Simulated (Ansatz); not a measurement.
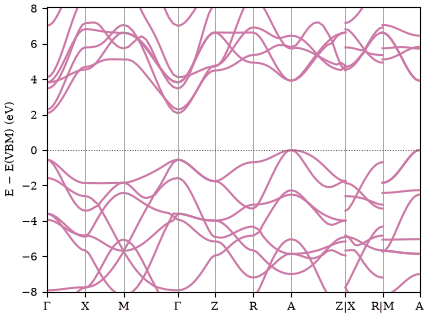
Figure. Band structure from the program Ansatz at the r²SCAN level (PAW)

Task: Read off the gap and where the band edges lie.

Result: About 2.1 eV (2.08 eV by a search for the band edges); maximum at A, minimum at Γ.

Task: Which of these materials gives this?
(A) TePb2S, P4/mmm (Te on 1c, Pb on 1a, Pb on 1d, S on 1b)
(B) YSiNO2, P4/mmm (Y on 1b, Si on 1c, N on 1d, O on 2f)
(C) CoBiO3, P4mm (Co on 1b, Bi on 1a, O on 2c, O on 1b)
(D) Si3Ge, P-4m2 (Si on 2g, Si on 1a, Ge on 1c)

Result: B, YSiNO2, P4/mmm (Y on 1b, Si on 1c, N on 1d, O on 2f)

The start of the workflow was typed in or built on a structure type; neither database checked (COD, Materials Project) lists it. COD files the formula under space group No. 15, 63. Whether it is the stable phase at ambient conditions was not checked. The r²SCAN relaxation kept the symmetry of its start; its stability against distortions is not shown here. The run is not spin-polarised. Point labels and valley counts follow the cell and symmetry of the run, lower than the named group. Scalar-relativistic: spin–orbit coupling is off unless named, which matters more the heavier the elements.

Potentials: the later of the program's two PAW sets.
